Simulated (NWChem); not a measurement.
# U-r2SCAN-D3(BJ)/6-311G(d) run of SiPH4 (SMILES [SiH2]P)

What is the vertical electron affinity of SiPH4 at U-r2SCAN-D3(BJ)/6-311G*? 

The calculation is run with NWChem 7.3.0.

4 further runs of the same task are left out: 1 that didn't finish, 3 set aside as unsound or not needed.

## Step 1: The system as given

SiPH4: 6 atoms, total charge 0, spin state doublet. As SMILES, `[SiH2]P`. The shape is that of a GFN2-xTB optimisation. This is one conformer, not always the lowest.

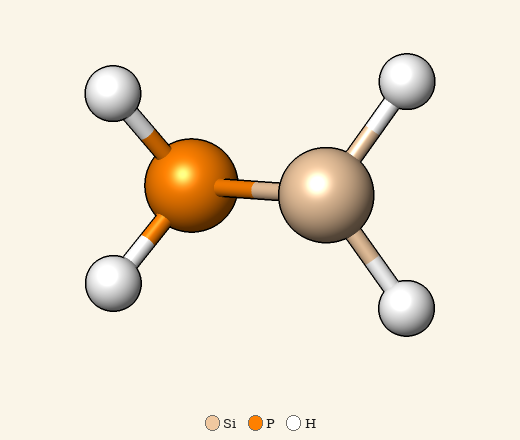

The structure, seen from a chosen angle (silicon light orange, phosphorus orange, hydrogen white).

## Step 2: The energy at U-r2SCAN-D3(BJ)/6-311G(d)

calc.nw reads:

```
start calc
title "H4PSi"
memory total 2200 mb
charge 0

geometry units angstroms noautoz
 Si     0.127020    -0.986120    -0.104660
 P     -0.338670     1.170000     0.142220
 H     -0.300620    -1.724700     1.087920
 H     -0.579260    -1.514310    -1.276300
 H      0.434680     1.617150    -0.915300
 H      0.656850     1.437980     1.066130
end

basis spherical bse
 * library 6-311G*
end

dft
 xc r2scan
 mult 2
 disp vdw 4
 grid medium
 direct
 maxiter 150
 mulliken
 print medium
end

task dft energy
```

Started as:

```
$ nwchem calc.nw > calc.out
```

Output:

```text
[...]
          Wavefunction type:  spin polarized.
          No. of atoms     :     6
          No. of electrons :    33
[...]
          Charge           :     0
          Spin multiplicity:     2
[...]
          AO basis - number of functions:    64
[...]
              XC Information
              --------------
                      r^2SCAN Method XC Functional
               r^2SCAN metaGGA Exchange Functional  1.000
                     r^2SCAN Correlation Potential  1.000
[...]
 d= 0,ls=0.0,diis     1   -633.1136335697 -7.16D+02  4.55D-03  1.99D-01     1.3
[...]
 d= 0,ls=0.0,diis     8   -633.1418415596 -5.84D-08  7.42D-06  1.85D-07     9.2
[...]
         Total DFT energy =     -633.141841559598
      One electron energy =    -1041.420062918091
           Coulomb energy =      370.546188304515
    Exchange-Corr. energy =      -45.589785949022
 Nuclear repulsion energy =       83.322960538157
    Dispersion correction =       -0.001141535156
[...]
      Total Density - Mulliken Population Analysis
     ---------------------------------------------
    Atom       Charge   Shell Charges
 -----------   ------   -------------------------------------------------------
    1 Si  14    13.90   0.79  1.18  0.96  1.03  0.86  0.62  1.97  3.91  0.61  1.57  0.31  0.10
    2 P   15    15.25   0.79  1.17  0.91  1.07  0.91  1.02  2.03  3.85  0.64  2.24  0.52  0.09
    3 H    1     1.03   0.25  0.54  0.24
    4 H    1     1.03   0.25  0.54  0.24
    5 H    1     0.90   0.26  0.51  0.13
    6 H    1     0.90   0.26  0.51  0.13
[...]
      <S2> =      0.7542 (Exact =     0.7500)
[...]
```

Wall time 9.9 s (1 thread of Intel Xeon Platinum 8488C (Sapphire Rapids), shared host); peak memory 0.12 GiB.

## Step 3: The singlet anion at the same level

test.nw reads:

```
start test
title "H4PSi energy"
memory total 2200 mb
charge -1

geometry units angstroms noautosym nocenter noautoz
Si    0.127020   -0.986120   -0.104660
P    -0.338670    1.170000    0.142220
H    -0.300620   -1.724700    1.087920
H    -0.579260   -1.514310   -1.276300
H     0.434680    1.617150   -0.915300
H     0.656850    1.437980    1.066130
end

basis spherical bse
* library 6-311G*
end

dft
xc r2scan
disp vdw 4
grid medium
direct
maxiter 150
mulliken
print low
end

task dft energy
```

Started as:

```
$ nwchem test.nw > test.out
```

Output:

```text
[...]
 d= 0,ls=0.0,diis     1   -632.9631283636 -7.16D+02  3.43D-02  5.13D+00     1.1
[...]
 d= 0,ls=0.0,diis     9   -633.1685779782 -1.61D-07  2.58D-06  1.76D-08     6.2
         Total DFT energy =     -633.168577978220
      One electron energy =    -1048.638073043236
           Coulomb energy =      377.945730998762
    Exchange-Corr. energy =      -45.798054936746
 Nuclear repulsion energy =       83.322960538157
    Dispersion correction =       -0.001141535156
[...]
      Total Density - Mulliken Population Analysis
     ---------------------------------------------
    Atom       Charge   Shell Charges
 -----------   ------   -------------------------------------------------------
    1 Si  14    14.44   0.79  1.18  0.96  1.03  0.82  0.68  1.97  3.90  0.63  1.46  0.91  0.09
    2 P   15    15.40   0.79  1.17  0.91  1.07  0.89  1.01  2.03  3.85  0.65  2.21  0.70  0.09
    3 H    1     1.13   0.25  0.54  0.33
    4 H    1     1.13   0.25  0.54  0.33
    5 H    1     0.95   0.26  0.53  0.17
    6 H    1     0.95   0.26  0.53  0.17
[...]
```

Wall time 6.9 s (1 thread of Intel Xeon Platinum 8488C (Sapphire Rapids), shared host); peak memory 0.12 GiB.

## Step 4: What came out

At U-r2SCAN-D3(BJ)/6-311G*:

```
                                         quantity          value
                      doublet SiPH4: total energy  -633.14184 Eh
                     doublet SiPH4: dipole moment         0.96 D
doublet SiPH4: HOMO energy (highest over α and β)       -5.19 eV
 doublet SiPH4: LUMO energy (lowest over α and β)       -3.00 eV
                 doublet SiPH4: dispersion energy   -3.00 kJ/mol
                              doublet SiPH4: ⟨S²⟩          0.754
                      singlet anion: total energy  -633.16858 Eh
                 singlet anion: dispersion energy   -3.00 kJ/mol
vertical electron affinity (to the singlet anion)       0.728 eV
```

In words: At fixed nuclei the extra electron is bound by 0.73 eV (70.2 kJ/mol). The basis has no diffuse functions, so the error can be as large as this value.
